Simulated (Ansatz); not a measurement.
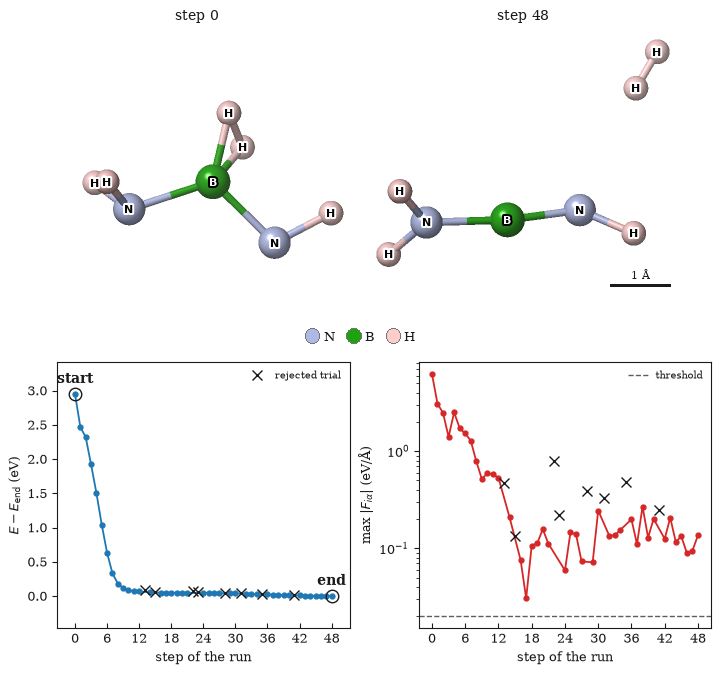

First and last geometry of a relaxation of BN₂H₅, with the history of the run. Style: ball-and-stick. Shown at a tilt.

The run prepares an end point of a later path (hydrogen shift) calculation, from a guessed geometry.

These are results of UKS BLYP-D4/def2-SVP in Ansatz 0.2.0, not measurements. Settings: collinear spin; force threshold 0.02 eV/Å; at most 50 steps.

**What do the curves and the structures tell?**

The relaxation stopped without meeting its thresholds, so the last structure isn't shown to be converged. After 40 accepted moves (48 points after the start) the energy has fallen by 2.949 eV. Largest force component: 6.2 eV/Å at the start, 0.14 eV/Å at the end. The line search rejected the trial steps at points 13, 15, 22, 23, 28, 31, 35, 41 of the run. The largest move after the best rigid fit is that of an H atom, 2.45 Å. By element the largest moves are H 2.45 Å, B 0.88 Å, N 0.66 Å. Among the contacts that change: B–H 1.194 → 4.170 Å, B–H 1.170 → 3.414 Å, H–H 1.056 → 0.772 Å, B–N 1.471 → 1.281 Å. Bonds break, among them: B–H (1.17 → 3.41 Å), B–H (1.19 → 4.17 Å). Bond angles that change, for instance: N–B–N 117.4° → 172.3°, B–N–H 108.1° → 139.6°, B–N–H 106.7° → 122.2°. The run took 89 s on 2 threads of Arm Neoverse N1, on a shared host, peak memory 0.15 GiB.
